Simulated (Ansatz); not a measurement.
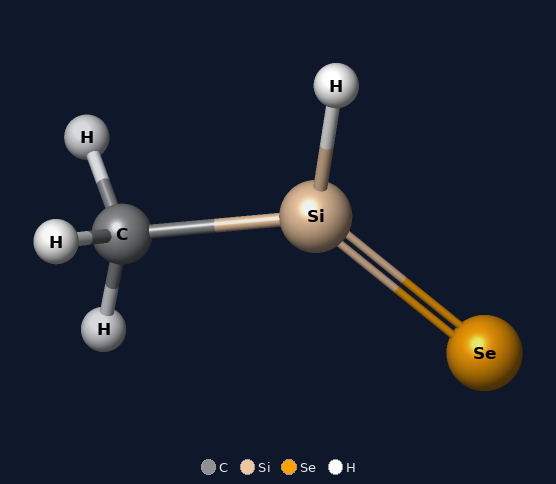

Double and triple bonds are drawn as two and three sticks.

The computed structure is the end point of a PBE0-D4/def2-TZVP optimisation. No frequency run is at hand to confirm it as a minimum.

What does the picture show?

Formula CH₄SeSi. As SMILES it reads `C[SiH]=[Se]`. It has no ring. Among its groups: Si–H bond. The point group is Cs. Coordination: 1 C tetrahedral; 1 Si trigonal planar.

The parts below concern this one geometry. Atoms keep their numbers from picture to picture.

### Charges

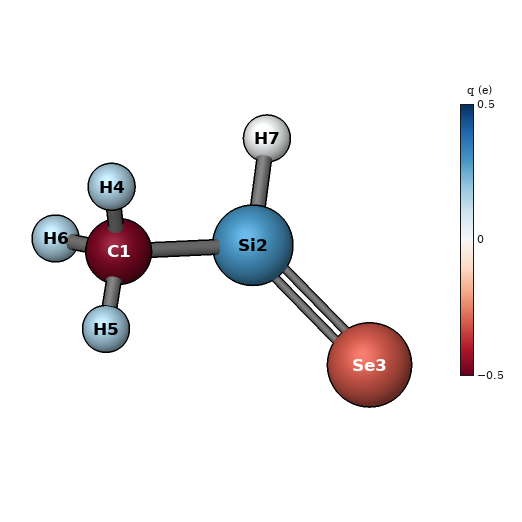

Atoms are coloured by their Mulliken charges. No frequency run is at hand to confirm it as a minimum. Properties computed with RKS PBE0-D4/def2-TZVP (Ansatz 0.2.0).

Question: Which atom carries the highest charge (most positive or least negative)?

Answer: Si2 (0.30 e).

Question: And the lowest?

Answer: C1 (−0.47 e).

List the Mulliken charges.

```json
{"atom": "C1", "value (e)": "−0.47"}
{"atom": "Si2", "value (e)": "0.30"}
{"atom": "Se3", "value (e)": "−0.31"}
{"atom": "H4", "value (e)": "0.15"}
{"atom": "H5", "value (e)": "0.17"}
{"atom": "H6", "value (e)": "0.15"}
{"atom": "H7", "value (e)": "0.01"}
```

### Electronic properties

No frequency run is at hand to confirm it as a minimum. Method: RKS PBE0-D4/def2-TZVPP (Ansatz 0.2.0).

Predict the main results.

- HOMO energy (Kohn–Sham orbital): −6.59 eV
- LUMO energy (Kohn–Sham orbital): −2.15 eV
- HOMO–LUMO gap: 4.45 eV
- dispersion correction: −12.2 kJ/mol

### Dipole moment

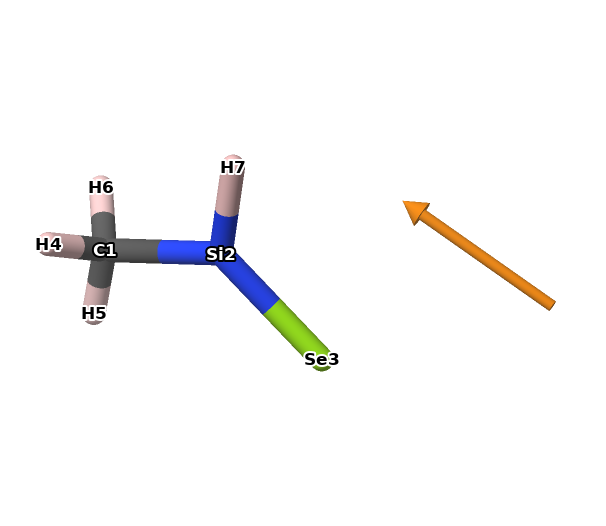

The arrow beside the molecule shows the direction of the dipole moment, from the negative to the positive end (its length means nothing). No frequency run is at hand to confirm it as a minimum. Properties computed with RKS PBE0-D4/def2-TZVP (Ansatz 0.2.0).

Question: How large is the dipole moment?

Answer: 3.51 D; it points from the side of Se3 to the side of H4, H6 (the outermost atoms at the two ends).

Mulliken values depend strongly on the basis set and can even reverse the polarity of a bond.
